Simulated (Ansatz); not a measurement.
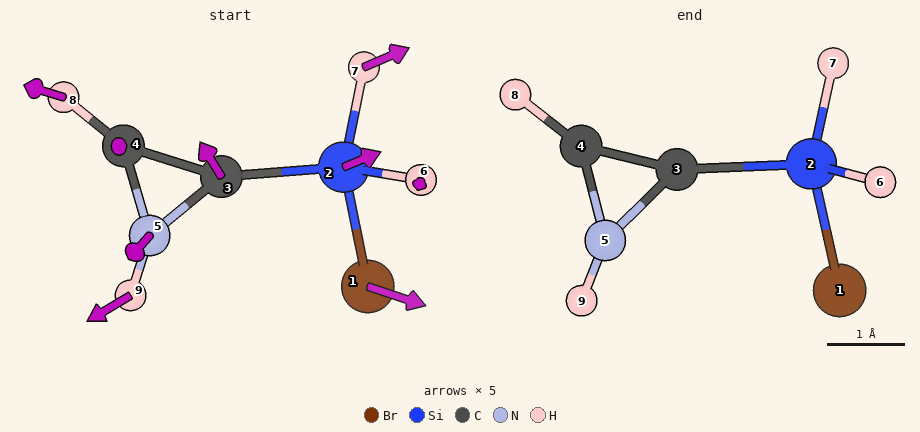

The structure of C$_{2}$H$_{4}$BrNSi (coarse preliminary run) before (left) and after (right) a relaxation, at one scale. The purple arrows give the displacements, magnified 5 times.

A ball-and-stick model, seen at a tilt.

The start comes from a force field.

Level of theory: RKS PBE-D4/def2-SVP in Ansatz.

Input file:
```yaml
crystal:
  periodic: [false, false, false]
  atoms:
    - {symbol: Br, position_ang: [-2.515300, 0.874200, -0.656700]}
    - {symbol: Si, position_ang: [-0.885500, 0.695200, 0.759900]}
    - {symbol: C, position_ang: [0.372600, -0.121600, -0.020400]}
    - {symbol: C, position_ang: [1.241800, -1.136200, -0.239200]}
    - {symbol: N, position_ang: [1.327200, -0.081600, -1.039600]}
    - {symbol: H, position_ang: [-0.505100, 2.072700, 1.226700]}
    - {symbol: H, position_ang: [-1.368100, -0.047200, 1.942100]}
    - {symbol: H, position_ang: [1.504200, -2.138100, -0.082900]}
    - {symbol: H, position_ang: [0.916800, -0.163700, -1.907000]}
basis:
  gaussian: {orbitals: def2-SVP}
hamiltonian: {xc: pbe, dispersion: d4}
relax: {f_tol: 0.03, max_steps: 200}
```

Run as
```bash
ansatz run in.yaml --threads 4 --pin off --events-out ev --progress --plain --max-ram 10444MiB
```

### Summarise the run.

After 8 accepted moves (9 points after the start) the energy has fallen by 30.9 kcal/mol. The largest force component goes from 5.4 to 0.018 eV/Å. The line search rejected the trial step at point 7 of the run. Br1 moves most after the best rigid fit: 0.17 Å. By element the largest moves are Br 0.17 Å, H 0.16 Å, N 0.16 Å, C 0.13 Å, Si 0.12 Å. Some distances before and after: C3–N5 1.397 → 1.593 Å, Si2–C3 1.691 → 1.830 Å, C4–N5 1.327 → 1.452 Å, Br1–Si2 2.167 → 2.251 Å. Among the angles between lasting bonds that change: C4–N5–H9 116.6° → 107.2°, C3–N5–C4 59.5° → 50.5°, N5–C4–H8 146.5° → 137.7°.
